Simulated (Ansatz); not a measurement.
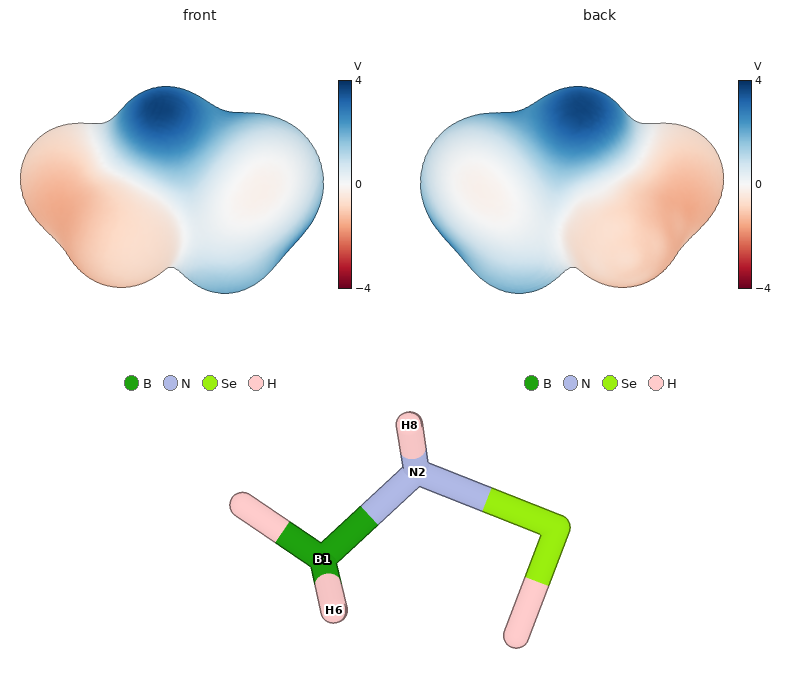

Figure. BH$_{6}$NSe. The electrostatic potential painted on the density surface at 0.004 e/bohr³, seen from the front and from behind; the colour scale runs from red (negative) to blue (positive). The bare structure is drawn below in the same view.

Geometry: r2SCAN-D4/def2-SVP.

The calculation used isolated molecule in a Gaussian basis; Kohn-Sham density functional theory, functional PBE0 (Ansatz 0.2.0).

```xyz
9

B    -3.2430   -0.0297   -0.2237
N    -1.9319    0.6041    0.5242
Se   -1.9049    0.4314    2.4452
H    -3.2372   -1.2214    0.0487
H    -3.0249    0.2036   -1.4085
H    -4.2060    0.5758    0.2243
H    -1.0855    0.1546    0.1650
H    -1.8656    1.6018    0.3061
H    -3.2010   -0.2640    2.4195
```

Describe the electrostatic potential map.

The most negative region (about −1.5 V, or −35 kcal/mol for a unit charge) lies over H6, the most positive (about +3.6 V, or +83 kcal/mol for a unit charge) over H7 and H8.

How polar is the molecule by this calculation?

Its dipole moment is 4.10 D.
